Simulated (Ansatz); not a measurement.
# Random zinc-blende (Al, Ga, In)P solid solution (64 atoms) under strain: runs compared

Aim: relax random zinc-blende (Al, Ga, In)P solid solution (64 atoms), then change its volume and shape to read moduli from the stress.

Computed with Ansatz 0.2.0: Kohn-Sham DFT, PBE, PAW (set soft_1), plane waves.

## (1) The cell as built

The cell holds 64 atoms: 14 Ga, 32 P, 8 In and 10 Al. Cell: a = 11.130 Å, b = 11.130 Å, c = 11.130 Å, α = 90.0°, β = 90.0°, γ = 90.0°. It derives from AlP and InP and GaP. Zinc-blende lattice (a = 5.565 Å, the mean of the end members), 2 x 2 x 2 cells, metal sites filled at random with 10 Al, 14 Ga, 8 In; not relaxed, displaced by a Gaussian of 0.02 Å.

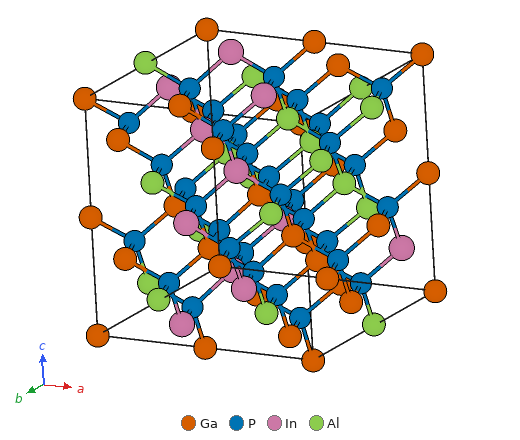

The cell as built. Bonds to atoms that aren't drawn are left out. Some periodic images of atoms are drawn too.

What the set-up can't give: The Brillouin zone is sampled at Γ only.

## (2) The reference run

The reference is a single point at the end of the relaxation.

Every strained cell starts from the geometry of this run, and its atoms are relaxed with the cell held.

Its input, with most atom lines left out:

```yaml
crystal:
  lattice:
    - [11.26082, 0.00258, -9.0e-05]
    - [0.00258, 11.24546, -0.00282]
    - [-9.0e-05, -0.00282, 11.23706]
  atoms:
    - { symbol: Ga, position: [0.99264, 0.99723, 0.00067] }
    - { symbol: P, position: [0.12274, 0.11008, 0.1259] }
    - { symbol: In, position: [0.99569, 0.24995, 0.25073] }
    - { symbol: P, position: [0.12391, 0.38741, 0.37679] }
    - { symbol: Al, position: [0.24993, 0.99812, 0.25113] }
    - { symbol: P, position: [0.38179, 0.11795, 0.36764] }
    - { symbol: In, position: [0.25169, 0.24994, 0.00261] }
    [... atom lines 8 to 64 left out ...]
kpoints:
  mp_grid: { grid: [1, 1, 1] }
hamiltonian:
  xc: pbe
  pseudopotentials: { kind: paw, azcp: { folder: soft_1 } }
scf:
  occupations: { method: fixed }
output:
  forces: true
  stress: true
  populations: true
  dos:
    method: { smearing: { sigma: 0.15 } }
    de: 0.1
    projected: { site_lists: { Al: [Al], Ga: [Ga], In: [In], P: [P] } }
  eigenvalues: true
  write_density: true
  write_potential: true
  volumetric_format: npy
```

```
free energy per atom   : -1989.4683 eV/atom
r.m.s. force component : 0.00252 eV/Å
pressure               : 0.01185 GPa
```

Filled and empty levels are parted by 1.43 eV at Γ alone; the mesh holds the band edges only if they fold onto it, so the gap at this level can be narrower or closed, while semilocal functionals tend to narrow gaps against experiment.

## (3) The runs

Each row is one run, on 4 threads of Arm Neoverse V2, shared host. The free energy is the program's total, comparable only between runs with the same functional, potentials and atoms.

| run | atoms | outcome | ionic steps, all passes | free energy (eV) | time | host memory (GiB) |
| --- | --- | --- | --- | --- | --- | --- |
| Single point at the start | 64 | converged | - | -127322.332 | 10 s | 1.4 |
| Cell and atoms relaxed | 64 | converged | 5 | -127325.973 | 46 s | 1.5 |
| Single point at the relaxed geometry | 64 | converged | - | -127325.973 | 20 s | 1.6 |
| Volume -3 % | 64 | converged | 2 | -127325.654 | 24 s | 1.5 |
| Volume +3 % | 64 | converged | 2 | -127325.692 | 24 s | 1.6 |
| Volume -6 % | 64 | converged | 2 | -127324.635 | 26 s | 1.5 |
| Volume +6 % | 64 | converged | 2 | -127324.907 | 27 s | 1.7 |
| Volume -10 % | 64 | converged | 2 | -127321.969 | 25 s | 1.5 |
| Stretched by 1 % along x | 64 | converged | 2 | -127325.923 | 24 s | 1.6 |
| Compressed by 1 % along x | 64 | converged | 2 | -127325.920 | 24 s | 1.6 |
| Sheared by 2 % in xy | 64 | converged | 3 | -127325.872 | 36 s | 1.6 |

In some runs the program notes that the SCF threshold is loose for the stress.

## (4) Pressure against volume

Atoms are relaxed at each volume, in the scaled cell.

```
volume change (%)  volume (Å³/atom)  energy change (meV/atom)  pressure (GPa)  largest move on relaxing (Å)  bonds  gap (eV)
              -10            20.011                     62.56            9.89                          0.02    128                1.39
               -6            20.900                     20.90            5.29                          0.01    128                1.49
               -3            21.567                      4.98            2.45                          0.00    128                1.55
               +0            22.234                      0.00            0.01                             -    128                1.43
               +3            22.901                      4.40           -2.06                          0.00    128                1.26
               +6            23.568                     16.66           -3.80                          0.01    128                1.09
```

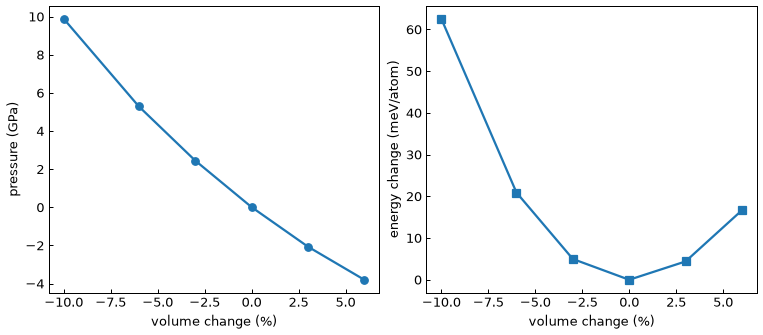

Pressure and energy against volume.

## (5) Uniaxial strain and shear

Stress (GPa, compression positive) less that of the relaxed cell, atoms relaxed:

```
                   strain      xx      yy      zz      xy  energy change (meV/atom)
 stretched by 1 % along x  -1.150  -0.525  -0.526  -0.002                      0.78
compressed by 1 % along x   1.171   0.566   0.567   0.002                      0.82
     sheared by 2 % in xy   0.009   0.009  -0.006  -1.141                      1.58
```

## (6) Outcome

The bulk modulus, from the slope of pressure against ln V over the three points nearest the relaxed volume, is 75.2 GPa; a quadratic over all points gives a pressure derivative of about 4.7. The gap goes from 1.39 eV at the smallest volume to 1.09 eV at the largest, not monotonically (lowest 1.09, highest 1.55 eV), on the run's k-points. In the Cartesian axes of the cell, finite differences give C11 = 116, C12 = 54.6, C13 = 54.6 and C66 = 57.0 GPa (the shear of 2 % is the engineering strain, εxy = 0.01). The mean of C11, C12 and C13, which equals the bulk modulus in a cubic or isotropic solid, is 75.1 GPa: it agrees with the bulk modulus within 10 %.

**Limits.** Strains are finite and relaxations stop at the force tolerance of the input, which can leave moduli too stiff; they are those of a static cell at zero temperature. Volumes are changed with the cell's shape held, so in an anisotropic solid the modulus lies over the one under free hydrostatic load. The program notes that the SCF threshold of the relaxations is loose for the stress. The host structure and its lattice constant were typed by rule, without a check against the phase diagram.

The DFT runs together took 4.8 min of wall time.

[Logs are printed without paths, hosts, clocks, repeated set-up lines and the standing remarks that a program may print on its own settings, such as how far it seeks lower states.]

[Hosts, paths, dates, database ids (printed as entryN), source tags and the programs' standing remarks are cut or masked in the printed files.]
